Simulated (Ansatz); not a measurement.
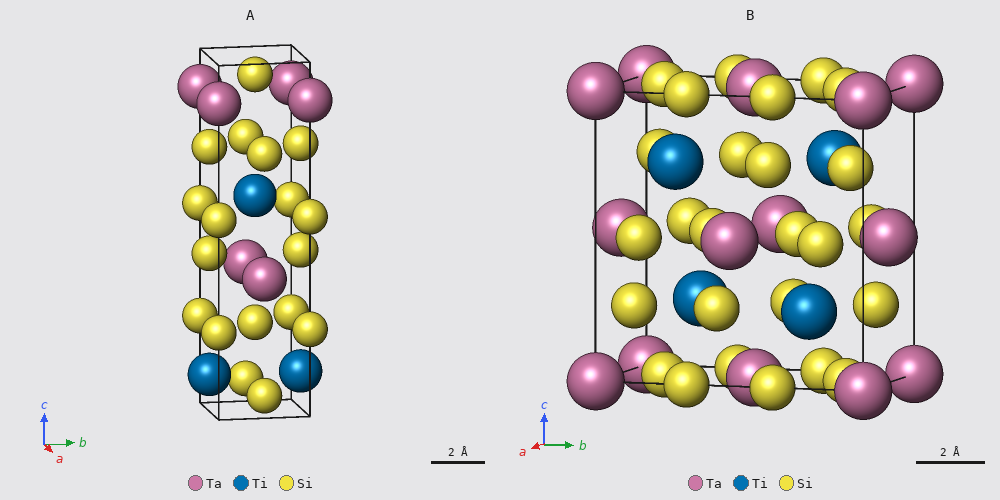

Two structures of TaTiSi₄, each relaxed to rest (conventional cells in solid outline, small ones repeated, not to one scale). Method: DFT PBE, scalar-relativistic, plane waves, PAW in Ansatz, without spin polarisation.

> Name structures A and B.

A: 12 atoms a cell on a base-centred orthorhombic lattice, Amm2. B: 24 atoms a cell on a face-centred orthorhombic lattice, F222.

> Which is the more stable form at this level of theory?

B is lower, by 99 meV/atom at this level of theory (energies at zero smearing). Volumes: A 14.7, B 14.4 Å³/atom.

One or both may be structure types tried for this composition rather than known phases.
